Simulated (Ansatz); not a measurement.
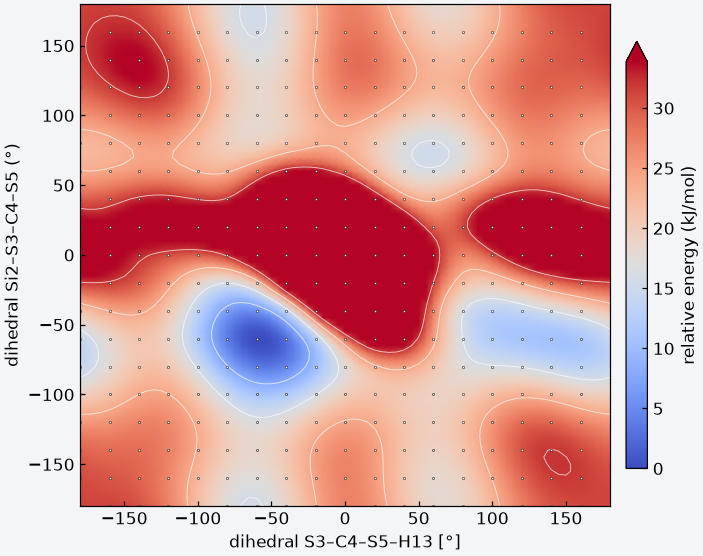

Energy landscape of CH8S2Si2, SMILES [SiH3][SiH2]SCS. 
- First axis: dihedral S3–C4–S5–H13. Second axis: dihedral Si2–S3–C4–S5.
- Nothing is relaxed (all other coordinates rigid).
- The grid has 18 × 18 points.
- Points are written as (first, second).
- Energies: kJ/mol, counted from the lowest grid point.
- All numbers below come from RHF/def2-SVP (Ansatz).

The picture shows a smooth colour map with a few white contour lines, dots at the grid points, one colour for all values above the top of the scale. Between grid points the surface is interpolated. 

Describe this landscape.

The lowest grid point is at (−60°, −60°). There are further wells near (140°, −60°) (10.6 kJ/mol above the lowest at that grid point); (−60°, −180°) (15.7 kJ/mol above the lowest at that grid point); (60°, 80°) (15.7 kJ/mol above the lowest at that grid point). The highest grid point, (0°, 0°), lies 96.8 kJ/mol above the lowest. On the interpolated surface the easiest way out of the lowest well to the well at about (−60°, 170°) passes a barrier of about 18 kJ/mol. Round the minimum the valley is somewhat tilted: raising dihedral S3–C4–S5–H13 shifts the best value of dihedral Si2–S3–C4–S5 downwards (coupling k₁₂/√(k₁₁k₂₂) about 0.2).

The values on the grid:

```csv
"dihedral Si2–S3–C4–S5 ↓, dihedral S3–C4–S5–H13 →",−180,−140,−100,−60,−20,20,60,100,140
140,31.5,34.1,25.8,17.2,24.3,28.2,22.5,25.4,29.7
100,25.9,29.1,24.9,18.1,23.1,23.9,19.6,24.8,27.8
60,24.1,25.5,23.8,27.7,34.3,22.8,16.4,23.3,27.2
20,36.1,36.0,38.3,47.8,90.0,68.1,29.8,38.5,44.8
−20,31.8,29.7,19.3,21.9,67.7,75.3,31.9,20.8,28.1
−60,14.3,21.1,12.0,0.0,13.1,40.7,25.1,12.2,10.6
−100,19.6,24.0,20.2,11.1,15.9,21.3,19.3,21.7,22.3
−140,29.4,28.6,23.7,18.4,24.6,24.9,19.3,25.9,32.1
−180,31.3,30.5,22.1,15.7,23.9,25.8,18.4,22.8,30.3
```

The table holds every second grid line.

Each point was launched as `ansatz run input.yaml --threads 1 --pin off --max-ram 2560MiB --backend cpu --events-out ev --progress --plain --runs-dir out`. Time for the 324 points that were run: 21 min on 1 thread of Arm Neoverse V2, on a shared host.
